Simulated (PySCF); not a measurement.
**Run report: C6H14O2Si, NMR shielding calculation**

- system: C6H14O2Si, SMILES CCC1(CC)CO[SiH2]O1
- method: GIAO PBE0/pcSseg-1 NMR shielding, non-relativistic, gas phase (PySCF 2.14.0)

The geometry comes from this level: GFN2-xTB. It belongs to a series of runs on one base structure; here: H on C replaced by C2H5. Figures and captions count atoms from 1; the log counts them from 0 in places.

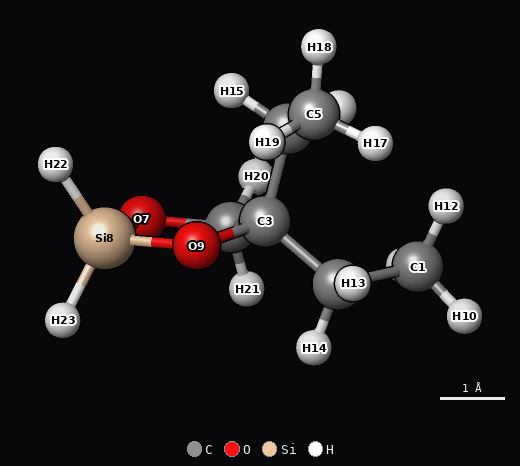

The input geometry (ball-and-stick view, seen at a tilt; atoms are numbered from 1 in the order of the input). Bond lengths as drawn: C–C 1.52 to 1.55 Å, C–H 1.09 to 1.10 Å, C–O 1.40 to 1.42 Å, H–Si 1.45 Å and O–Si 1.63 to 1.64 Å.

**Key numbers**

| quantity | value |
| --- | --- |
| outcome | converged |
| total energy | −676.445187 hartree |
| HOMO | −7.84 eV |
| LUMO | 0.68 eV |
| dipole moment | 1.14 D |
| isotropic shielding, C | 105.3 to 177.6 ppm |
| isotropic shielding, O | 259.8 to 305.0 ppm |
| isotropic shielding, Si | 354.2 ppm |
| isotropic shielding, H | 26.6 to 31.2 ppm |
| hardware | 1 CPU thread, shared host |
| wall time | 2.3 min |
| peak memory | 1.1 GiB |

**Input**
```
{"job": {"kind": "nmr", "xc": "PBE0", "basis": "pcSseg-1"}, "charge": 0, "multiplicity": 1}
C     -1.976007     1.262527     0.644871
C     -0.616908     0.761705     1.117392
C      0.252184     0.148974     0.014207
C     -0.394522    -1.054094    -0.688071
C     -0.702352    -2.210483     0.255341
C      0.662685     1.201992    -1.048124
O      1.989655     0.965184    -1.417657
Si     2.766924     0.045233    -0.304106
O      1.459084    -0.278247     0.617205
H     -2.497716     1.738024     1.472356
H     -1.866500     1.991467    -0.154617
H     -2.592986     0.443972     0.284189
H     -0.747328     0.012360     1.899148
H     -0.052125     1.588742     1.554735
H      0.317024    -1.392649    -1.445136
H     -1.302810    -0.728735    -1.197278
H     -1.516596    -1.960060     0.930811
H     -0.990722    -3.090272    -0.315563
H      0.179267    -2.449937     0.844606
H      0.035870     1.136532    -1.940729
H      0.587808     2.212708    -0.631784
H      3.298127    -1.122820    -0.988553
H      3.703192     0.804862     0.506835
```

The first line tells a small driver script what to run in PySCF; the rest is the geometry in Å.

Run as:
```bash
OMP_NUM_THREADS=1 python <driver script> task.json out
```

**What the program printed**
```
coarse grid: 18992 points
cycle   1  E = -676.2000835459  dE =  1.222e+00  |g| = 9.434e-01  |ddm| = 4.201e+00
cycle   2  E = -676.0220543030  dE =  1.780e-01  |g| = 1.372e+00  |ddm| = 2.027e+00
cycle   3  E = -676.3657111840  dE = -3.437e-01  |g| = 1.058e-01  |ddm| = 1.358e+00
cycle   4  E = -676.3675620858  dE = -1.851e-03  |g| = 4.651e-02  |ddm| = 1.155e-01
cycle   5  E = -676.3680663486  dE = -5.043e-04  |g| = 8.148e-03  |ddm| = 4.639e-02
cycle   6  E = -676.3680759223  dE = -9.574e-06  |g| = 4.043e-03  |ddm| = 9.002e-03
cycle   7  E = -676.3680787119  dE = -2.790e-06  |g| = 4.785e-04  |ddm| = 3.182e-03
final grid: 176800 points
cycle   8  E = -676.4451494321  dE = -6.920e-05  |g| = 1.351e-02  |ddm| = 4.496e-02
cycle   9  E = -676.4451159333  dE =  3.350e-05  |g| = 1.904e-02  |ddm| = 2.499e-02
cycle  10  E = -676.4451861948  dE = -7.026e-05  |g| = 1.500e-03  |ddm| = 1.532e-02
cycle  11  E = -676.4451866458  dE = -4.510e-07  |g| = 2.944e-04  |ddm| = 1.527e-03
cycle  12  E = -676.4451866642  dE = -1.844e-08  |g| = 7.224e-05  |ddm| = 3.430e-04
cycle  13  E = -676.4451866653  dE = -1.038e-09  |g| = 2.652e-05  |ddm| = 9.912e-05
cycle  14  E = -676.4451866654  dE = -1.382e-10  |g| = 7.170e-06  |ddm| = 2.808e-05
```

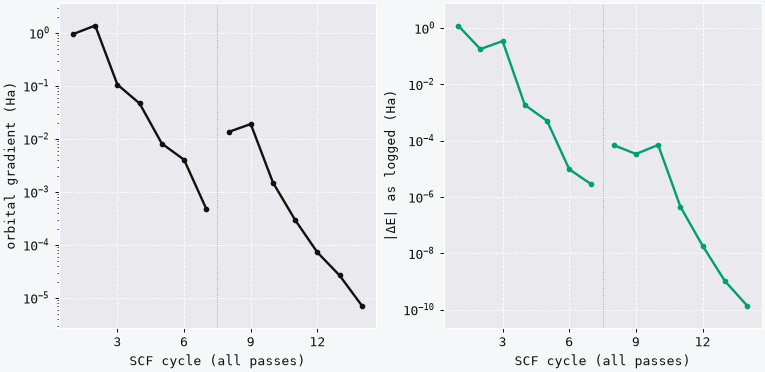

Convergence of the self-consistent field: orbital gradient and size of the energy change against the SCF cycle. The dotted line marks the change from a coarse to the final integration grid. The first 7 cycles use a coarse grid, the final grid takes over at cycle 8, and the field converges after 14 cycles in all.

```
converged SCF energy = -676.4451866654

GIAO shielding tensors (ppm)
atom      isotropic    diamagn.    paramagn.     s11        s22        s33       span
  0 C      175.967     249.100     -73.133    168.007    172.695    187.200     19.193
  1 C      152.313     247.045     -94.732    135.852    149.168    171.919     36.067
  2 C      105.277     248.183    -142.906     81.708     89.346    144.776     63.068
  3 C      154.701     249.826     -95.124    134.543    159.560    170.001     35.459
  4 C      177.591     247.107     -69.516    169.416    175.632    187.725     18.309
  5 C      108.585     248.163    -139.578     85.712    103.912    136.130     50.418
  6 O      305.038     395.470     -90.432    255.774    277.736    381.605    125.831
  7 Si     354.220     882.698    -528.478    328.795    337.425    396.439     67.643
  8 O      259.762     399.397    -139.635    213.751    272.261    293.273     79.522
  9 H       30.640      28.509       2.132     25.803     27.286     38.832     13.029
 10 H       31.204      31.327      -0.123     26.000     30.602     37.008     11.008
 11 H       30.946      31.582      -0.636     25.815     30.774     36.249     10.434
 12 H       29.523      32.832      -3.310     25.980     29.136     33.451      7.470
 13 H       30.311      32.891      -2.580     25.466     30.296     35.171      9.705
 14 H       30.124      33.678      -3.554     24.717     31.287     34.369      9.652
 15 H       30.222      33.916      -3.694     26.798     28.843     35.024      8.227
 16 H       30.820      30.992      -0.173     25.521     30.297     36.642     11.121
 17 H       30.765      28.669       2.096     25.801     27.628     38.866     13.066
 18 H       30.187      30.848      -0.661     24.701     30.356     35.504     10.804
 19 H       27.674      32.056      -4.382     23.628     28.401     30.994      7.366
 20 H       27.812      32.703      -4.891     21.933     29.119     32.384     10.451
 21 H       26.644      30.334      -3.689     22.859     23.931     33.143     10.284
 22 H       26.682      29.962      -3.280     22.819     23.588     33.639     10.819
```

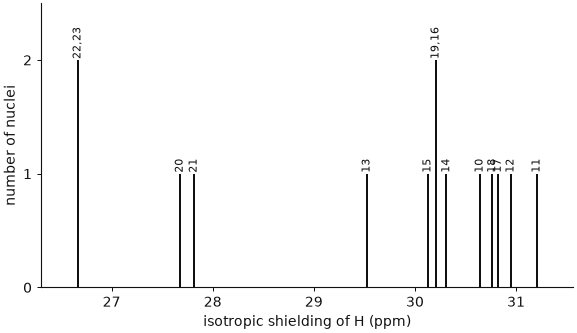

Isotropic shieldings of the hydrogen nuclei in this fixed geometry, labelled by atom number; shielding grows to the right, so chemical shift grows to the left. The least shielded is H22 (26.6 ppm), the most shielded H11 (31.2 ppm).

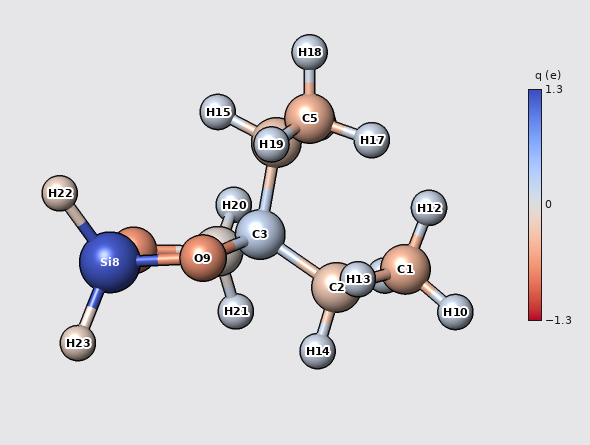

IAO charges, as the colour of each atom (ball-and-stick view, seen at a tilt; atoms are numbered from 1 in the order of the input). By element: C −0.42 to +0.21, O −0.66 to −0.65, Si +1.21 and H −0.16 to +0.15 e.
